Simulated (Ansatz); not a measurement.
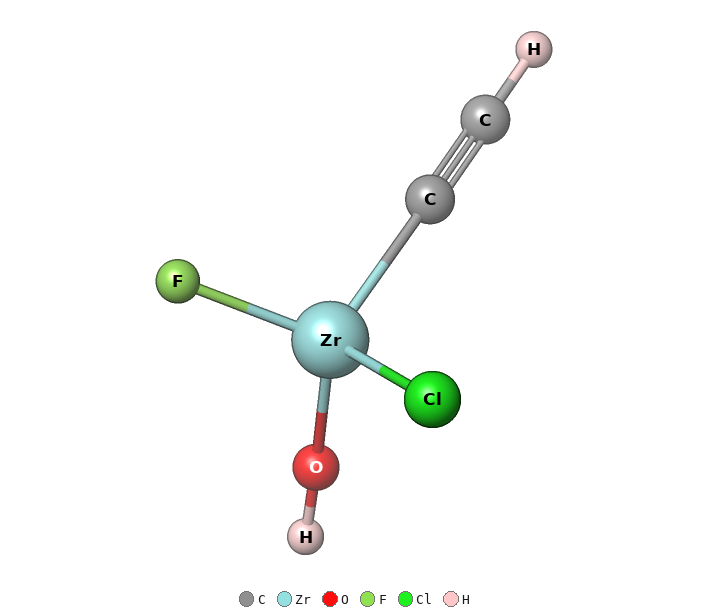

Distant atoms are faded towards the background colour. Charge 0, singlet. The geometry was computed by an optimisation with PBE0-D4/def2-TZVP.

List the symmetry elements and name the point group.

It has no symmetry element but the identity, so the point group is C1. The group has 1 operation. The geometry is chiral, and symmetry allows a dipole moment.
